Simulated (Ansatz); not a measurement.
**H$_{6}$NSbSi: density, localisation and related maps**

The calculation's input:

```
crystal:
  periodic: [false, false, false]
  atoms:
    - { symbol: "N", position_ang: [0.0521, 0.499, -1.8831] }
    - { symbol: Sb, position_ang: [1.0993, 1.0948, -0.202] }
    - { symbol: Si, position_ang: [2.21747, 2.94728, -1.49959] }
    - { symbol: H, position_ang: [0.3942, -0.4045, -2.1644] }
    - { symbol: H, position_ang: [-0.9935, 0.4558, -1.6191] }
    - { symbol: H, position_ang: [2.44862, -0.01066, -0.50395] }
    - { symbol: H, position_ang: [1.21715, 4.02667, -1.72436] }
    - { symbol: H, position_ang: [2.7253, 2.43658, -2.69882] }
    - { symbol: H, position_ang: [3.34965, 3.5249, -0.6399] }
basis:
  gaussian: { orbitals: def2-SVP }
hamiltonian:
  xc: pbe0
  dispersion: d4
relax:
  f_tol: 0.015
  max_steps: 40
output:
  orbitals: {}
```

Launched as:

```sh
ansatz run input.yaml --threads 1 --pin off --max-ram 2048MiB --backend cpu --events-out ev --progress --plain --runs-dir out
```

The fields are those of the relaxed geometry.

Core potentials replace the inner electrons of Sb.

The calculation used Ansatz, RKS PBE0-D4/def2-SVP.

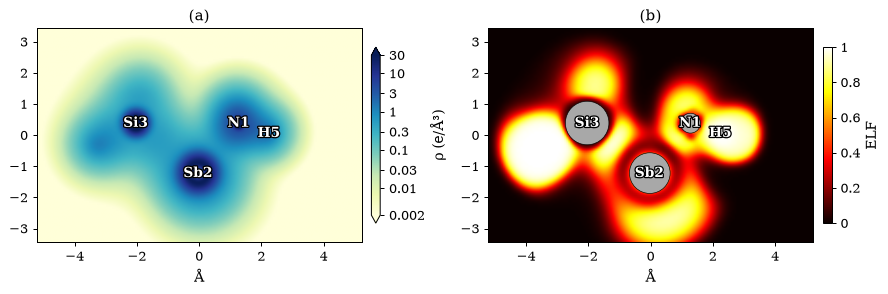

Figure 1. (a) electron density; (b) electron localisation function on the plane of atoms Sb2, N1 and H5. Grey discs cover the atomic cores in the ELF map.

Q: Describe what can be read from this map.

A:
- The section cuts through N, Sb, Si and H sites.
- Sb–N (2.07 Å): the density is about 0.71 e/Å³ at the midpoint; the ELF peaks at about 0.85 in the valence shell of N, 0.7 Å from its nucleus, and drops to about 0.15 between the two atoms.
- Si–Sb (2.58 Å): ρ is about 0.52 e/Å³ halfway; the ELF peaks at about 0.95 between the atoms; localised, covalent bonding.
- N–H (1.02 Å): the density is about 2.7 e/Å³ at the midpoint; the ELF climbs to about 1 towards the hydrogen, as it does in any bond to H: an ordinary covalent bond to hydrogen.

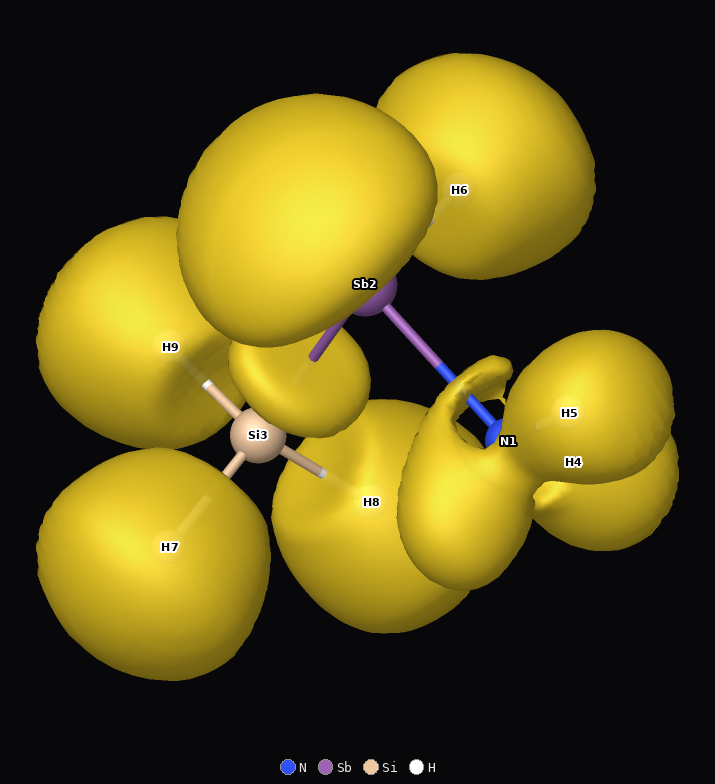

Figure 2. Isosurface of the electron localisation function at 0.8 (yellow), seen at an oblique angle. Core shells and regions of very low density are left out.

Q: What do the ELF domains correspond to?

A: The ELF exceeds this value in one region between bonded Sb–Si atoms (shared pairs), four regions around hydrogen nuclei, one lobe on Sb, pointing away from the bonds (lone pairs) and one joined region spread over several atoms (H, N), in which their bonds and any lone pairs are merged.

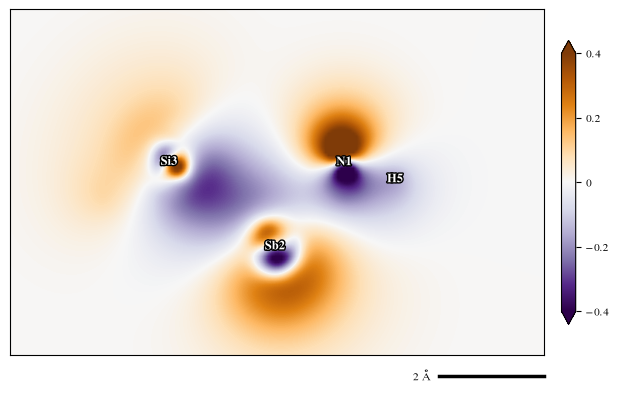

Figure 3. The HOMO on the plane of atoms N1, Sb2 and Si3 (values in Å⁻³ᐟ²; the overall sign is arbitrary).

Q: Where does this orbital lie, and at what energy?

A: It lies mainly on Sb2 (about 45 %), N1 (about 30 %) and Si3 (about 15 %). Its energy is −6.89 eV.
